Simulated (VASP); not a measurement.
Band structure of H2Se (space group Fm-3m). Computed with HSE06 screened hybrid, VASP's PBE PAW potentials (set 64) (plane waves; VASP).

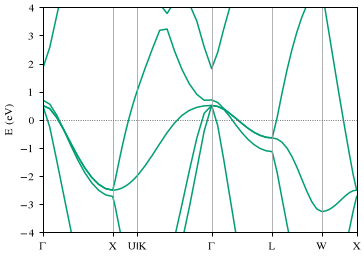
Bands along high-symmetry lines, zero at the valence-band maximum or, without a gap, the Fermi level

Question: Read the plot: is there a gap, and where are the band edges?

Answer: It has no gap at this level: it comes out as a metal or semimetal.

The structure comes from a measured H2Se entry (Fm-3m) of the Crystallography Open Database, whose conditions weren't checked. It was relaxed first, which changed the volume by -47 %. The k-mesh is coarse (spacing up to 0.37 per Å, 2π included), so the numbers may not be converged in it. The cell's shape comes from a PBE relaxation.
